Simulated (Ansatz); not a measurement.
Ligand exchange: Sc(CH3)2F + H3NO → Sc(CH3)2(NH2) + HOF

Species: Sc(CH3)2F, singlet; H3NO (hydroxylamine) `NO`, singlet; Sc(CH3)2(NH2), singlet; HOF (hypofluorous acid) `OF`, singlet. The partners trade F for NH2: Sc–F and O–NH2 bonds give way to Sc–NH2 and O–F.

Shapes, held fixed at every level: PBE0-D4/def2-TZVP. Flexible molecules stand in one conformer, not always the lowest. Programs: Ansatz 0.2.0. Electronic energies: no zero-point or thermal term.

```tsv
level	kind	ΔE (kJ/mol)	less CCSD(T)/def2-TZVPP
HF/def2-SVP	Hartree–Fock	+348.4	+37.0
r2SCAN-D4/def2-TZVPP	meta-GGA	+309.1	-2.3
PBE0-D4/def2-TZVPP	global hybrid	+313.4	+2.0
r2SCAN0-D4/def2-TZVPP	global hybrid	+320.1	+8.7
wB97X-V/def2-TZVPP	range-separated hybrid	+318.1	+6.7
CCSD/def2-TZVPP	coupled cluster or CI	+317.7	+6.3
CCSD(T)/def2-TZVPP	coupled cluster or CI	+311.4	0.0
```

The highest level, CCSD(T)/def2-TZVPP, gives ΔE = +311.4 kJ/mol; the levels span +309.1 to +348.4. The column of differences is taken from that level and isn't an error. No measured value is set beside it here. Outer-core shells of Sc are correlated, in sets that cover them unevenly.

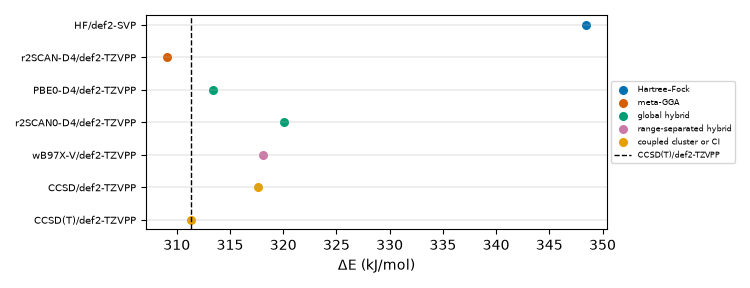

The values of the table, level by level.
